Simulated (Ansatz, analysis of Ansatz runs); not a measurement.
# NbFeO4 (C2/m): a line between two Fe sites for an added electron, part 2 of 3

Aim: the energy barrier that a trapped electron meets when it moves from one Fe atom to another one nearby in NbFeO4 (C2/m). The model is a cell of 48 host atoms.

Ansatz 0.2.0; plane-wave PAW DFT, PBEsol+U; relaxation of all atoms of a supercell at fixed charge in a uniform background.

So far. Step 2 (The cell without the carrier): The largest displacement from an ideal site is 0.024 Å.

**3. The electron on the first site**

The nearest neighbour or neighbours of the site start displaced and the site's starting moment is changed by the carrier's spin, since a carrier doesn't trap itself in the undistorted lattice.

Contents of A.relax/input.yaml:

```yaml
crystal:
  lattice:
    - [-2.00015703, 3.83661972, 6.36485907]
    - [10.56814322, 0.0, 6.38823069]
    - [12.56830025, 3.83661972, 0.02337162]
  atoms:
    - { symbol: Nb, position: [0.437409, 0.836364, 0.061787] }
    - { symbol: Nb, position: [0.43743, 0.836296, 0.561863] }
    - { symbol: Nb, position: [0.937421, 0.336282, 0.061866] }
    - { symbol: Nb, position: [0.937409, 0.336368, 0.56178] }
    - { symbol: Nb, position: [0.061542, 0.664401, 0.437746] }
    - { symbol: Nb, position: [0.061476, 0.664411, 0.937725] }
    - { symbol: Nb, position: [0.561479, 0.164424, 0.437726] }
    - { symbol: Nb, position: [0.561526, 0.164412, 0.937748] }
    - { symbol: Fe, position: [0.193508, 0.496996, 0.305652], spin: 5.0 }
    - { symbol: Fe, position: [0.193574, 0.496935, 0.805729], spin: 5.0 }
    - { symbol: Fe, position: [0.693574, 0.99689, 0.305774], spin: 5.0 }
    - { symbol: Fe, position: [0.693508, 0.997014, 0.805645], spin: 5.0 }
    - { symbol: Fe, position: [0.305421, 0.003762, 0.193886], spin: -5.0 }
    - { symbol: Fe, position: [0.30534, 0.003798, 0.693845], spin: -5.0 }
    - { symbol: Fe, position: [0.805335, 0.503823, 0.193814], spin: -5.0 }
    - { symbol: Fe, position: [0.805418, 0.503739, 0.693893], spin: -4.0 }
    - { symbol: O, position: [0.054725, 0.300226, 0.444447] }
    - { symbol: O, position: [0.069629, 0.287821, 0.959643] }
    - { symbol: O, position: [0.539665, 0.817783, 0.429681] }
    - { symbol: O, position: [0.554734, 0.800243, 0.944446] }
    - { symbol: O, position: [0.444203, 0.200524, 0.055112] }
    - { symbol: O, position: [0.444144, 0.200586, 0.555027] }
    - { symbol: O, position: [0.944145, 0.700597, 0.055019] }
    - { symbol: O, position: [0.951968, 0.711581, 0.547348] }
    - { symbol: O, position: [0.28235, 0.416985, 0.216826] }
    - { symbol: O, position: [0.282492, 0.417108, 0.716795] }
    - { symbol: O, position: [0.782483, 0.917053, 0.216809] }
    - { symbol: O, position: [0.782401, 0.91705, 0.716785] }
    - { symbol: O, position: [0.216489, 0.083635, 0.282799] }
    - { symbol: O, position: [0.216474, 0.083746, 0.782704] }
    - { symbol: O, position: [0.716483, 0.583777, 0.282683] }
    - { symbol: O, position: [0.711356, 0.587873, 0.787955] }
    - { symbol: O, position: [0.093185, 0.539403, 0.406061] }
    - { symbol: O, position: [0.093149, 0.53935, 0.9061] }
    - { symbol: O, position: [0.593209, 0.039274, 0.40619] }
    - { symbol: O, position: [0.593112, 0.039486, 0.905987] }
    - { symbol: O, position: [0.405773, 0.961385, 0.093458] }
    - { symbol: O, position: [0.405756, 0.961316, 0.593524] }
    - { symbol: O, position: [0.90569, 0.461393, 0.093443] }
    - { symbol: O, position: [0.911899, 0.458559, 0.587417] }
    - { symbol: O, position: [0.313594, 0.677839, 0.185559] }
    - { symbol: O, position: [0.313575, 0.677827, 0.68568] }
    - { symbol: O, position: [0.813624, 0.177748, 0.185753] }
    - { symbol: O, position: [0.81358, 0.177866, 0.685563] }
    - { symbol: O, position: [0.185408, 0.822863, 0.313928] }
    - { symbol: O, position: [0.18532, 0.822906, 0.81395] }
    - { symbol: O, position: [0.685225, 0.323008, 0.313839] }
    - { symbol: O, position: [0.677783, 0.311643, 0.821478] }
total_charge: -1
basis:
  ecutwfc: 420
  xc_grid: 2
hamiltonian:
  xc: pbesol
  hubbard: { sites: [{ species: Fe, l: d, u_eff: 4.0 }] }
kpoints:
  mp_grid: { grid: [1, 1, 1] }
magnetization:
  spin_polarized: true
  initial_magnetization: 1
  spin_locking: { lock_magnetization: hard }
scf:
  occupations: { method: fermi_dirac, width: 0.01 }
  max_iter: 120
  lower_state_search: "off"
output:
  forces: true
relax:
  f_tol: 0.015
  max_steps: 70
  escape_saddle: false
checkpoint:
  write: "../A.relax.run"
  compress: false
  write_wavefunctions: true
  write_every: 100000
```

Started as:

```bash
ansatz run input.yaml --threads 8 --pin off --max-ram 17899MiB --backend cpu --events-out ev --progress --plain --runs-dir out
```

Numbers of over 12 decimals in the logs are rounded to 6 here.

Output:

```text
[...]
Crystal: 48 atoms, lattice volume = 614.183 Å³
Basis set: ecut = 420 eV, 11987 PW (Γ), exchange–correlation on 108×180×180 points (8 copies of the dense FFT grid, shifted against one another)
Bands: 261, of which v1, the nominal top of the filled ones, is band 213 counted from 1 (212 counted from 0)
Symmetry: 1 space group operations
[...]
k-points: 1
[...]
Starting moments: Σ|m| = 39 μB on 8 of 48 sites
[...]
SCF iter   1: F=—  HF=-89501.139395 eV  |F-HF|=—  |Δ(HF+E_count)|=         —  Δρ=5.24e-2 (↑5.24e-2 ↓4.18e-2)  dr2=4.94e1  dr2_m=2.49e0  M=1.000 μB ∫|m|=36.179 μB  β_m=0.30  ethr=3.10e-3  ⟨swp⟩=5.0  Hψ=1661  notcnv=0  defer=51
[...]
SCF iter  20: F=-89498.593824 eV  HF=-89498.593821 eV  |F-HF|=3.00e-6  |Δ(HF+E_count)|=   9.90e-5  Δρ=2.67e-5 (↑2.67e-5 ↓6.15e-6)  dr2=1.96e-6  dr2_m=9.90e-7  M=1.000 μB ∫|m|=36.977 μB  ethr=7.34e-10  ⟨swp⟩=5.0  Hψ=1789  notcnv=0
SCF 1 converged in 20 iterations: F = -89498.593824 eV  dr2 = 1.96e-6
[...]
relax step   1: F+E_penalty+E_count = -89498.59382365 eV  Δ(F+E_penalty+E_count) = +0.000e0 eV  max|allowed force component| = 4.432e0 eV/Å  Δτ_max = 0.0000 Å  (20 SCF iters, dr2 threshold 5.63e-6 eV, accepted)
[...]
relax step   2: F+E_penalty+E_count = -89499.04110171 eV  Δ(F+E_penalty+E_count) = -4.473e-1 eV  max|allowed force component| = 1.198e0 eV/Å  Δτ_max = 0.0729 Å  (6 SCF iters, dr2 threshold 1.00e-4 eV, accepted)
relax step   3: F+E_penalty+E_count = -89499.09203339 eV  Δ(F+E_penalty+E_count) = -5.093e-2 eV  max|allowed force component| = 1.898e-1 eV/Å  Δτ_max = 0.0291 Å  (6 SCF iters, dr2 threshold 8.97e-5 eV, accepted)
relax step   4: F+E_penalty+E_count = -89499.09876302 eV  Δ(F+E_penalty+E_count) = -6.730e-3 eV  max|allowed force component| = 1.199e-1 eV/Å  Δτ_max = 0.0122 Å  (6 SCF iters, dr2 threshold 2.25e-6 eV, accepted)
relax step   5: F+E_penalty+E_count = -89499.10216214 eV  Δ(F+E_penalty+E_count) = -3.399e-3 eV  max|allowed force component| = 8.037e-2 eV/Å  Δτ_max = 0.0138 Å  (8 SCF iters, dr2 threshold 8.99e-7 eV, accepted)
relax step   6: F+E_penalty+E_count = -89499.10305561 eV  Δ(F+E_penalty+E_count) = -8.935e-4 eV  max|allowed force component| = 1.815e-2 eV/Å  Δτ_max = 0.0063 Å  (6 SCF iters, dr2 threshold 2.58e-6 eV, accepted)
SCF iter   1: F=—  HF=-89499.102400 eV  |F-HF|=—  |Δ(HF+E_count)|=         —  Δρ=1.08e-4 (↑1.08e-4 ↓1.02e-4)  dr2=1.07e-4  dr2_m=1.50e-5  M=1.000 μB ∫|m|=36.979 μB  β_m=0.30  ethr=3.98e-7  ⟨swp⟩=4.0  Hψ=1155  notcnv=0  defer=85
[...]
SCF iter  11: F=-89499.103176 eV  HF=-89499.103176 eV  |F-HF|=2.08e-9  |Δ(HF+E_count)|=   8.43e-8  Δρ=1.57e-6 (↑1.57e-6 ↓1.23e-6)  dr2=5.71e-8  dr2_m=9.82e-10  M=1.000 μB ∫|m|=36.979 μB  ethr=2.35e-11  ⟨swp⟩=2.0  Hψ=1677  notcnv=0
SCF 7 converged in 11 iterations: F = -89499.103176 eV  dr2 = 5.71e-8
relax step   7: F+E_penalty+E_count = -89499.10317616 eV  Δ(F+E_penalty+E_count) = -1.205e-4 eV  max|allowed force component| = 1.197e-2 eV/Å  Δτ_max = 0.0022 Å  (11 SCF iters, accepted)
NSCF: frozen V_eff on 1 k-points
[...]
SCF converged after 11 iterations
[...]
Magnetization: 1.0000 μB (213.0000 up, 212.0000 down)
Absolute magnetization: 37.0011 μB (∫|ρ↑−ρ↓|, with the PAW one-centre terms)
[...]
Per-site moments (μB) at R_I (Å): [(0.00213465, 0.745807), (0.00164727, 0.742488), (0.00164719, 0.742488), [... 45 left out ...]
Free energy (F): -89499.103176 eV
[...]
Internal energy: -89499.103176 eV  (E = F + TS)
E sigma→0 (E₀):  -89499.103176 eV
Fermi energy:    8.900584 (↑ 8.901268, ↓ 8.685422) eV
[...]
--- Forces (eV/Å), atoms counted from 1 ---
  atom   1  Nb    -0.00165199    -0.00003753    -0.00250738
  atom   2  Nb    -0.00601653     0.00006282    -0.00380921
  [... 8 atoms left out ...]
  atom  11  Fe     0.00002546    -0.00403417    -0.00119131
  [... 1 atom left out ...]
  atom  13  Fe    -0.00039386     0.00000569     0.00322844
  [... 2 atoms left out ...]
  atom  16  Fe     0.00316743     0.00002327     0.00471751
  [... 2 atoms left out ...]
  atom  19  O     -0.00246176     0.00126328    -0.00072402
  [... 1 atom left out ...]
  atom  21  O      0.00032827    -0.00001154    -0.00031559
  [... 15 atoms left out ...]
  atom  37  O      0.00085167     0.00001143     0.00163055
  [... 2 atoms left out ...]
  atom  40  O     -0.00160593    -0.00002609    -0.00735357
  [... 4 atoms left out ...]
  atom  45  O     -0.00039502     0.00000348    -0.00512236
  [... 2 atoms left out ...]
  atom  48  O     -0.00033474     0.00001098     0.00379105
  max |Σ_I F_I| component: 2.91e-5 eV/Å
--- Band table (eV) ---
[...]
Occupation matrices written to <dir>
--- Relaxed structure (7 steps of the walk, 7 accepted, 0 SCFs on fresh bases) ---
  F+E_penalty+E_count = -89499.10317616 eV   max|allowed force component| = 1.197e-2 eV/Å
  atoms:
    - { symbol: Nb, position: [0.437259, 0.836468, 0.061981] }
    - { symbol: Nb, position: [0.438749, 0.834273, 0.563619] }
    [... 8 atoms left out ...]
    - { symbol: Fe, position: [0.693722, 0.993328, 0.307881] }
    [... 1 atom left out ...]
    - { symbol: Fe, position: [0.303049, 0.004399, 0.196190] }
    [... 2 atoms left out ...]
    - { symbol: Fe, position: [0.802981, 0.500957, 0.696256] }
    [... 2 atoms left out ...]
    - { symbol: O, position: [0.546755, 0.811384, 0.437246] }
    [... 1 atom left out ...]
    - { symbol: O, position: [0.446826, 0.203267, 0.052414] }
    [... 15 atoms left out ...]
    - { symbol: O, position: [0.402375, 0.957498, 0.096863] }
    [... 2 atoms left out ...]
    - { symbol: O, position: [0.908348, 0.460485, 0.590894] }
    [... 4 atoms left out ...]
    - { symbol: O, position: [0.183789, 0.822221, 0.315450] }
    [... 2 atoms left out ...]
    - { symbol: O, position: [0.682724, 0.315094, 0.816514] }
```

Wall time 45 s (8 threads of Arm Neoverse V1, shared host); peak memory 1.5 GiB.

Step by step:

| step | energy less that of the first step (eV) | largest force component (eV/Å) |
| --- | --- | --- |
| 1 | 0.0000 | 4.4322 |
| 2 | -0.4473 | 1.1979 |
| 3 | -0.4982 | 0.1898 |
| 4 | -0.5049 | 0.1199 |
| 5 | -0.5083 | 0.0804 |
| 6 | -0.5092 | 0.0181 |
| 7 | -0.5094 | 0.0120 |

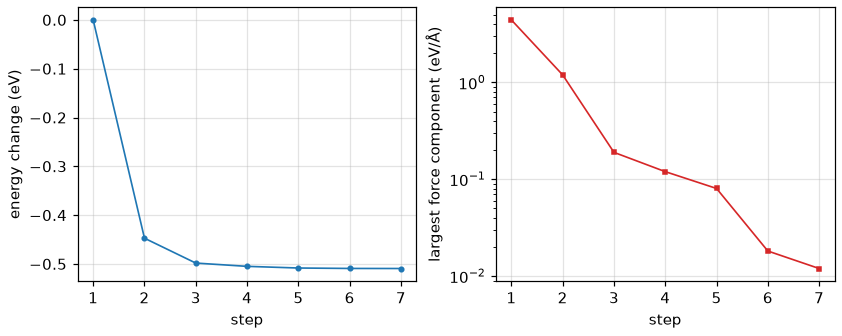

Energy and largest force along the relaxation.

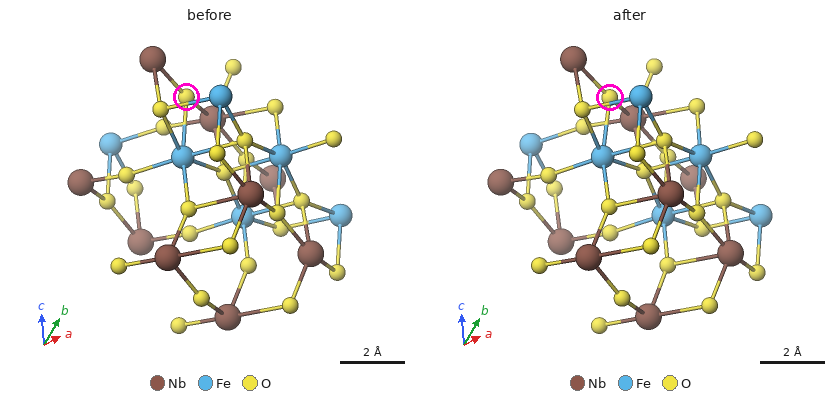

Before and after: the atoms that start within 5 Å of the centre. O32, which moves most, is ringed if it is among them.

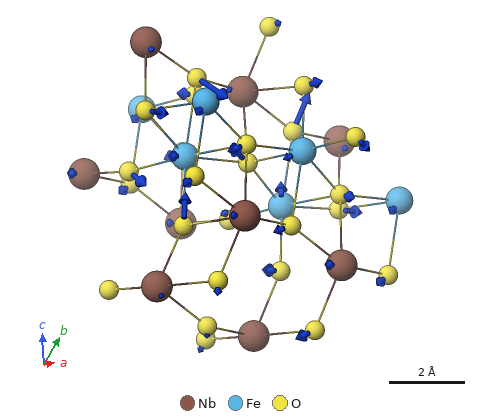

Displacements in the relaxation near the centre, exaggerated; the longest in the cell stands for 0.12 Å.

The atoms that moved most (Å):

| atom | dx | dy | dz | length |
| --- | --- | --- | --- | --- |
| O32 | -0.059 | 0.000 | 0.103 | 0.119 |
| O29 | 0.081 | 0.000 | 0.027 | 0.085 |
| O40 | 0.071 | 0.000 | -0.010 | 0.072 |
| O48 | -0.036 | 0.000 | 0.053 | 0.064 |
| O18 | 0.013 | -0.057 | 0.004 | 0.058 |
| O19 | 0.013 | 0.056 | 0.004 | 0.058 |
| O37 | 0.009 | 0.000 | -0.046 | 0.047 |
| O36 | -0.011 | 0.001 | -0.043 | 0.045 |

The moves above count from the input, in which the site's nearest neighbours were already displaced; the distances below compare with the cell without the carrier.

Distances from Fe16 without and with the electron:

| atom | without (Å) | with (Å) |
| --- | --- | --- |
| O48 | 1.92 | 1.96 |
| O40 | 1.95 | 2.00 |
| O18 | 2.00 | 2.08 |
| O19 | 2.00 | 2.08 |
| O24 | 2.14 | 2.25 |
| O32 | 2.14 | 2.20 |

The largest changes of the moments are 0.51 μB on Fe16, 0.06 μB on O18 and 0.06 μB on O19. The largest part sits on the chosen site.

**4. The electron on the second site**

The same start is made on the second site, to get the end of the hop.

Contents of B.relax/input.yaml:

```yaml
crystal:
  lattice:
    - [-2.00015703, 3.83661972, 6.36485907]
    - [10.56814322, 0.0, 6.38823069]
    - [12.56830025, 3.83661972, 0.02337162]
  atoms:
    - { symbol: Nb, position: [0.437409, 0.836364, 0.061787] }
    - { symbol: Nb, position: [0.43743, 0.836296, 0.561863] }
[... 8 atom lines left out ...]
    - { symbol: Fe, position: [0.693574, 0.99689, 0.305774], spin: 5.0 }
[... 1 atom line left out ...]
    - { symbol: Fe, position: [0.305421, 0.003762, 0.193886], spin: -4.0 }
[... 2 atom lines left out ...]
    - { symbol: Fe, position: [0.805418, 0.503739, 0.693893], spin: -5.0 }
[... 2 atom lines left out ...]
    - { symbol: O, position: [0.56964, 0.787808, 0.459655] }
[... 28 atom lines left out ...]
    - { symbol: O, position: [0.685346, 0.32292, 0.813915] }
total_charge: -1
basis:
  ecutwfc: 420
  xc_grid: 2
hamiltonian:
  xc: pbesol
  hubbard: { sites: [{ species: Fe, l: d, u_eff: 4.0 }] }
kpoints:
  mp_grid: { grid: [1, 1, 1] }
magnetization:
  spin_polarized: true
  initial_magnetization: 1
  spin_locking: { lock_magnetization: hard }
scf:
  occupations: { method: fermi_dirac, width: 0.01 }
  max_iter: 120
  lower_state_search: "off"
output:
  forces: true
relax:
  f_tol: 0.015
  max_steps: 70
  escape_saddle: false
checkpoint:
  write: "../B.relax.run"
  compress: false
  write_wavefunctions: true
  write_every: 100000
```

Output:

```text
[...]
Crystal: 48 atoms, lattice volume = 614.183 Å³
Basis set: ecut = 420 eV, 11987 PW (Γ), exchange–correlation on 108×180×180 points (8 copies of the dense FFT grid, shifted against one another)
Bands: 261, of which v1, the nominal top of the filled ones, is band 213 counted from 1 (212 counted from 0)
Symmetry: 1 space group operations
[...]
k-points: 1
[...]
Starting moments: Σ|m| = 39 μB on 8 of 48 sites
[...]
SCF iter   1: F=—  HF=-89501.139628 eV  |F-HF|=—  |Δ(HF+E_count)|=         —  Δρ=5.24e-2 (↑5.24e-2 ↓4.18e-2)  dr2=4.95e1  dr2_m=2.49e0  M=1.000 μB ∫|m|=36.178 μB  β_m=0.30  ethr=3.10e-3  ⟨swp⟩=5.0  Hψ=1661  notcnv=0  defer=51
[...]
Occupation matrices written to <dir>
--- Relaxed structure (7 steps of the walk, 7 accepted, 0 SCFs on fresh bases) ---
  F+E_penalty+E_count = -89499.10317621 eV   max|allowed force component| = 1.192e-2 eV/Å
  atoms:
    - { symbol: Nb, position: [0.438140, 0.836587, 0.061100] }
    - { symbol: Nb, position: [0.435619, 0.837403, 0.560489] }
[...]
- { symbol: Fe, position: [0.691358, 0.995692, 0.305516] }
    [... 1 atom left out ...]
    - { symbol: Fe, position: [0.302982, 0.000956, 0.196258] }
[...]
- { symbol: Fe, position: [0.803049, 0.504399, 0.696190] }
[...]
- { symbol: O, position: [0.561993, 0.796146, 0.452483] }
[...]
- { symbol: O, position: [0.715052, 0.589361, 0.784187] }
    [... 4 atoms left out ...]
    - { symbol: O, position: [0.408344, 0.960489, 0.090890] }
    [... 2 atoms left out ...]
    - { symbol: O, position: [0.902375, 0.457498, 0.596863] }
    [... 4 atoms left out ...]
    - { symbol: O, position: [0.182725, 0.815093, 0.316515] }
    [... 2 atoms left out ...]
    - { symbol: O, position: [0.683789, 0.322221, 0.815449] }
[key lines of the parts left out:]
SCF converged after 11 iterations
Magnetization: 1.0000 μB (213.0000 up, 212.0000 down)
Free energy (F): -89499.103176 eV
Fermi energy:    8.900588 (↑ 8.901272, ↓ 8.685423) eV
```

Run time: 45 s. Hardware: 8 threads; peak memory 1.5 GiB.

Distances from Fe13 without and with the electron:

| atom | without (Å) | with (Å) |
| --- | --- | --- |
| O45 | 1.92 | 1.96 |
| O37 | 1.95 | 2.00 |
| O18 | 2.00 | 2.08 |
| O19 | 2.00 | 2.08 |
| O21 | 2.14 | 2.25 |
| O29 | 2.14 | 2.20 |

The largest changes of the moments are 0.51 μB on Fe13, 0.06 μB on O18 and 0.06 μB on O19. The largest part sits on the chosen site.

[end of part 2 of 3]

[Logs are printed without paths, hosts, clocks, repeated set-up lines and the standing remarks that a program may print on its own settings, such as how far it seeks lower states.]

[Hosts, paths, dates, database ids (printed as entryN), source tags and the programs' standing remarks are cut or masked in the printed files.]
